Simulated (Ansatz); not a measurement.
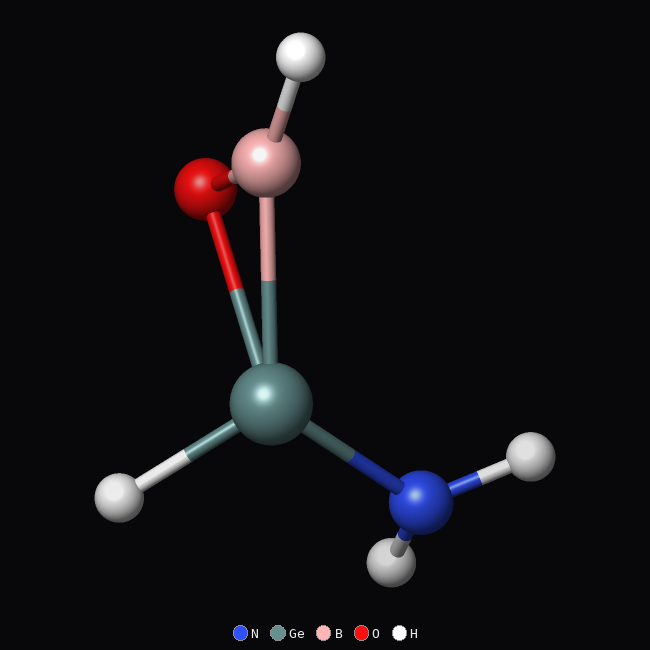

A ball-and-stick model of a molecule. Every bond is drawn as one stick, whatever its order.

The geometry was computed by an optimisation with PBE0-D4/def2-TZVP.

**Which formula does it have?**

BGeH4NO, 8 atoms: 1 boron, 1 germanium, 4 hydrogen, 1 nitrogen and 1 oxygen.

**Write the SMILES.**

[NH2][Ge@H]1[BH][O]1

**Give the symmetry (Schoenflies symbol).**

C1.

More results for the same structure follow; atom numbers are the same in all pictures, views and colours differ.

### Shape

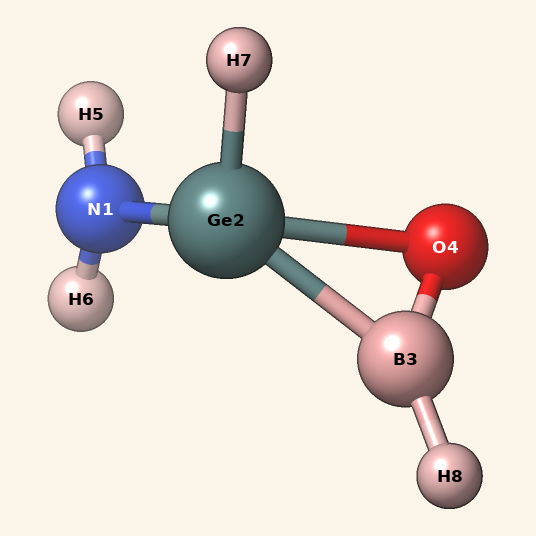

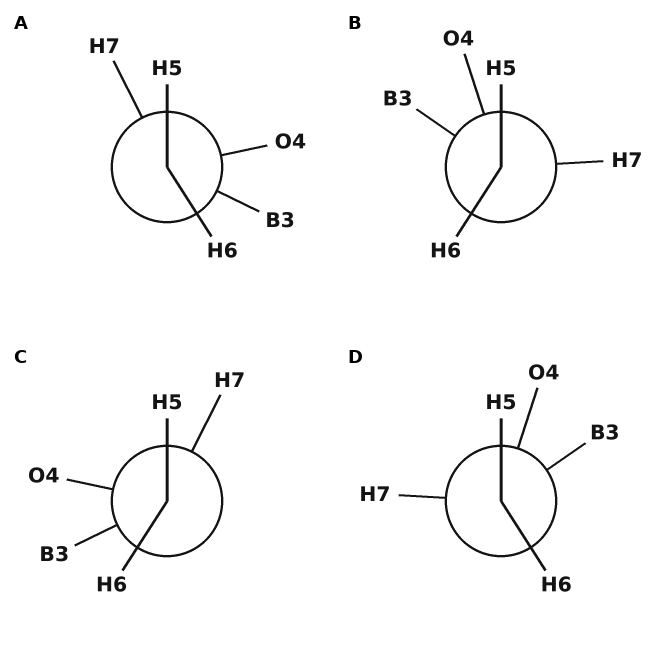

Distant atoms are faded towards the background colour. Bonds that would overlap in a projection are set slightly apart.

**Which Newman projection shows the view along N1–Ge2, with N1 in front?**

C. The torsion angle H5–N1–Ge2–O4 is −78°, synclinal (gauche).

### Levels of theory compared

Program: Ansatz 0.2.0.

Tabulate HOMO energy (eV), dipole (D) at these levels: B3LYP-D4/def2-TZVPP; PBE-D4/def2-TZVPP; r2SCAN-D4/def2-TZVPP; ωB97M-V/def2-TZVPP.

```
               level  HOMO energy (eV)  dipole (D)
 B3LYP-D4/def2-TZVPP             −6.62        1.75
   PBE-D4/def2-TZVPP             −5.69        1.67
r2SCAN-D4/def2-TZVPP             −5.91        1.65
  ωB97M-V/def2-TZVPP             −8.87        1.77
```

### Vibrations

Harmonic vibrations computed with RKS PBE0-D4/def2-TZVP (Ansatz 0.2.0) at a stationary point of the same level.

**List the wavenumbers.**

18 modes: 169, 188, 196, 330, 359, 533, 600, 698, 737, 755, 869, 934, 1521, 1571, 2143, 2676, 3599, 3709 cm⁻¹.

### Charges

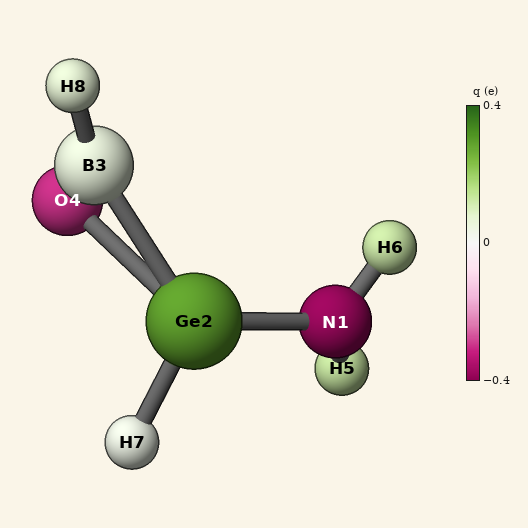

Atoms are coloured by their Mulliken charges. Method: RKS ωB97M-V/def2-TZVPP (Ansatz 0.2.0).

Give the Mulliken charges atom by atom.

```tsv
atom	value (e)
N1	−0.37
Ge2	0.28
B3	0.05
O4	−0.30
H5	0.13
H6	0.12
H7	0.03
H8	0.06
```

Mulliken values depend strongly on the basis set and can even reverse the polarity of a bond.
